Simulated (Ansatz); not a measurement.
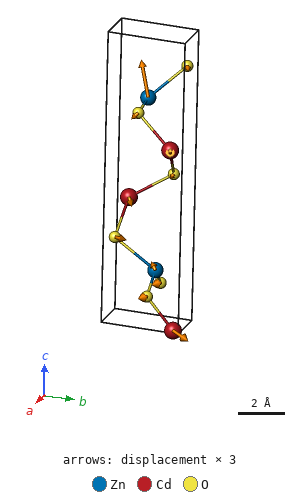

A relaxation of crystalline Zn$_{2}$Cd$_{3}$O$_{5}$ (a generated structure, set up in P1) (coarse preliminary run). The starting structure is drawn; orange arrows show the displacements (the part carried along by the change of the cell is left out), magnified 3 times.

The picture is a ball-and-stick view of the cell of the calculation, seen slightly off an axis.

All numbers below come from DFT PBE, scalar-relativistic, plane waves, PAW (Ansatz 0.2.0). Settings: plane-wave cutoff 420 eV; k-point mesh 6 × 6 × 6; occupations gaussian; smearing width 0.2 eV; no spin polarisation; cell and atoms relaxed; force threshold 0.025 eV/Å; at most 60 steps.

Q: Atoms of which element are displaced furthest, and by how much?

A: Zinc: up to 0.56 Å, against 0.32 Å for cadmium.

Q: What happened in the run?

A: Over 5 accepted moves (6 points after the start) the energy falls by 3.622 eV per cell of the calculation. The largest force component goes from 5.5 to 0.011 eV/Å. The pressure goes from 11.82 to 0.13 GPa. The SCF was repeated once at an unchanged geometry on a basis and grid sized afresh for the cell, which shifted the energy by 11.1 meV per cell of the calculation at most. A Zn atom moves most relative to the cell: 0.56 Å along [0 −1 1]. Largest moves by element: Zn 0.56 Å, Cd 0.32 Å, O 0.19 Å. Cell: a 3.387 → 3.448 Å (+1.8 %), b 3.444 → 3.453 Å (+0.2 %), c 12.721 → 12.731 Å (+0.1 %), α 96.9° → 97.7°. Volume +2.0 %. Among the contacts that change: O–Zn 2.527 → 2.018 Å, O–Zn 1.629 → 2.017 Å, Cd–O 1.875 → 2.213 Å, Cd–O 2.491 → 2.213 Å. New bonds form, among them: O–Zn (2.53 → 2.02 Å). Bond angles that change, for instance: Zn–O–Zn 151.0° → 117.4°, O–Zn–O 151.0° → 117.4°, Zn–O–Cd 88.3° → 108.9°. Within 0.06 Å the space group is P1 at the start and I-4m2 at the end; at a tighter tolerance small leftover displacements or strains of the cell lower it.
